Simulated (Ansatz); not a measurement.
# Ligand exchange: CBrClF2 + SiH2(CH3)Br → C2H3ClF2 + SiH2Br2

Gas-phase species: CBrClF2 `FC(F)(Cl)Br`, singlet; SiH2(CH3)Br, singlet; C2H3ClF2 (1-chloro-1,1-difluoroethane) `CC(F)(F)Cl`, singlet; SiH2Br2 (dibromosilane) `Br[SiH2]Br`, singlet. The partners trade Br for CH3: C–Br and Si–CH3 bonds give way to C–CH3 and Si–Br.

Shapes, held fixed at every level: PBE0-D4/def2-TZVP. Programs: Ansatz 0.2.0. The zero-point and thermal change to 298 K, harmonic and unscaled (PBE0-D4/def2-TZVP), is +6.2 kJ/mol.

| level | kind | ΔH(298 K) (kJ/mol) | less CCSD(T)/def2-TZVPP |
| --- | --- | --- | --- |
| HF/def2-TZVPP | Hartree–Fock | -166.8 | -23.4 |
| SPW92/def2-TZVPP | LDA | -132.8 | +10.6 |
| r2SCAN-D4/def2-TZVPP | meta-GGA | -140.0 | +3.4 |
| wB97X-V/def2-TZVPP | range-separated hybrid | -143.1 | +0.3 |
| B2PLYP/def2-TZVPP | double hybrid | -143.0 | +0.4 |
| MP2/def2-SVP | perturbation theory | -154.6 | -11.2 |
| CCSD(T)/def2-SVP | coupled cluster or CI | -153.6 | -10.2 |
| CCSD(T)/def2-TZVPP | coupled cluster or CI | -143.4 | 0.0 |

The highest level, CCSD(T)/def2-TZVPP, gives ΔH(298 K) = -143.4 kJ/mol; the levels span -166.8 to -132.8. The column of differences is taken from that level and isn't an error. No measured value is set beside it here. Relativity is left out for Br. Outer-core shells of Br are correlated, in sets that cover them unevenly.

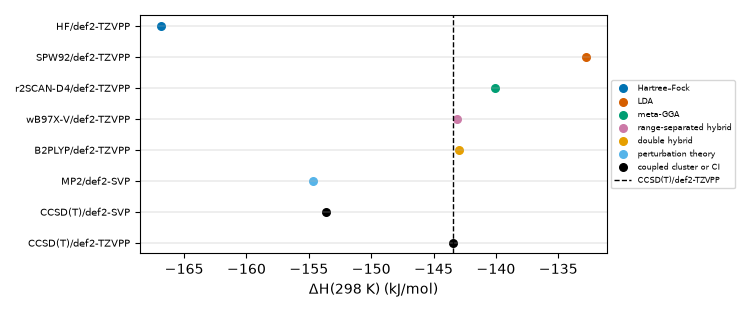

The values of the table, level by level.
